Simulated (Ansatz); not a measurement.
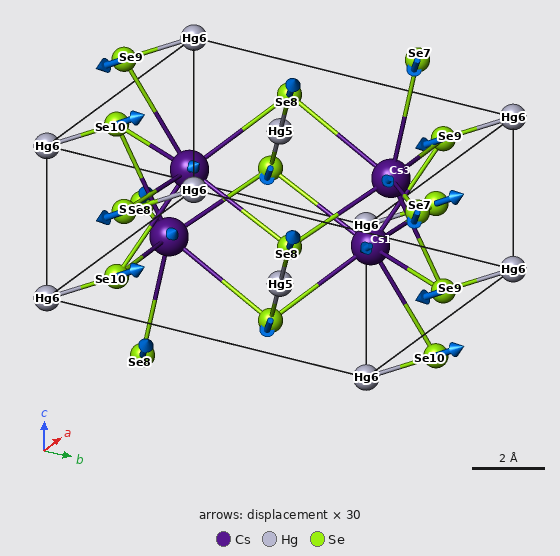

A relaxation of solid Cs₂HgSe₂ (set up in Pbam). The starting structure is drawn; blue arrows show the displacements, magnified 30 times.

A ball-and-stick model of the cell of the calculation, seen from a free direction.

These are results of DFT, PBE, plane-wave PAW, default files, scalar-relativistic in Ansatz, not measurements. Set-up: plane-wave cutoff 420 eV; k-point mesh 4 × 3 × 6; occupations fermi dirac; smearing width 0.02 eV; no spin polarisation; atoms relaxed in a fixed cell; force threshold 0.02 eV/Å; at most 60 steps.

What happened in the run?

The largest moves, 0.034 Å, are those of Se atoms. By element the largest moves are Se 0.034 Å, Cs 0.017 Å. Hg stays in place. The cell doesn't change. Near-neighbour distances that change, for instance: Hg–Se 2.414 → 2.448 Å, Cs–Se 3.710 → 3.697 Å. The space group stays Pbam (No. 55). The energy falls by 2.7 meV per atom in 2 accepted moves (3 points after the start). The largest force component goes from 0.37 to 0.0028 eV/Å. 1 step only repeated the SCF at the same geometry. Cost: 3.3 min on 1 thread of Arm Neoverse V1 (shared host), peak memory 1.1 GiB.
